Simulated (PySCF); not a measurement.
C₅H₉O₂Si (doublet)

Input file:

```
{"job": {"kind": "epr", "basis": "pcH-1"}, "charge": 0, "multiplicity": 2}
C      2.258651     0.141333    -0.742885
C      1.330888     0.539645     0.104717
C     -0.134100     0.202686    -0.003316
C     -0.973193     1.479193     0.053275
C     -0.518883    -0.773842     1.150526
O     -0.688541    -2.051965     0.625232
Si    -0.822384    -2.037115    -1.017016
O     -0.407545    -0.460427    -1.210309
H      2.008961    -0.452622    -1.605600
H      3.295235     0.399773    -0.611702
H      1.576850     1.141406     0.969507
H     -2.027317     1.231960    -0.052902
H     -0.686791     2.135303    -0.765113
H     -0.817337     1.994102     0.998007
H      0.264684    -0.811285     1.912787
H     -1.456792    -0.454423     1.619229
H     -2.209387    -2.211691    -1.434348
```

Command:

```sh
OMP_NUM_THREADS=1 python probes_run.py task.json out
```

Geometry: GFN2-xTB.

Method: UKS B3LYP, pcH-1 on C H O Si, non-relativistic, mean-field spin-orbit, GIAO (PySCF 2.14.0, density-fitted response routines).

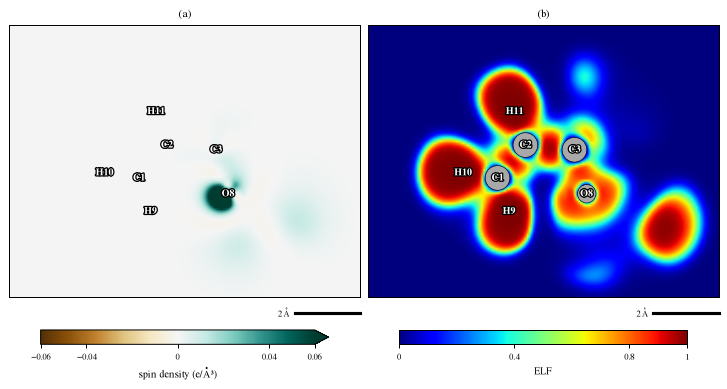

Figure 1. (a) spin density (α minus β); (b) ELF on the plane of atoms C2, C1 and H10. Grey discs cover the atomic cores in the ELF map.

Q: What do the fields say about this system?

A: The plane passes through C, O and H nuclei.
C–C (1.32 Å): the ELF peaks at about 0.90 between the atoms; a multiple bond.
C–O (1.40 Å): the ELF peaks at about 0.85 between the atoms, as expected for a polar covalent bond.
C–H (1.08 Å): the ELF climbs to about 1 towards the hydrogen, as it does in any bond to H (a covalent bond by its length).
C–C (1.51 Å): the ELF peaks at about 0.95 between the atoms (localised, covalent bonding).
The unpaired spin (1 electron) lies mostly on Si7 (about 0.7), H17 (about 0.1) and O8 (about 0.1), in electrons by Hirshfeld's partition.

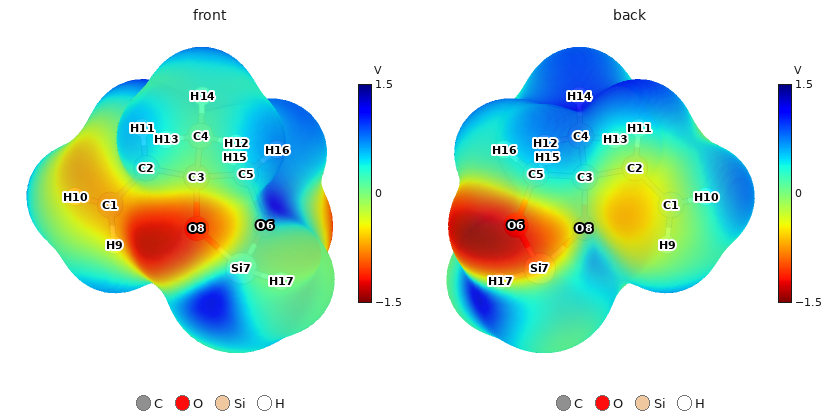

Figure 2. The molecular electrostatic potential painted on the density surface at 0.002 e/bohr³, seen from the front and from behind; the colour scale runs from red (negative) to blue (positive).

Q: Describe the electrostatic potential map.

A: The most negative region (about −1.4 V, or −32 kcal/mol for a unit charge) lies over O6 and O8, the most positive (about +1.1 V, or +25 kcal/mol for a unit charge) over C3, C5 and Si7.
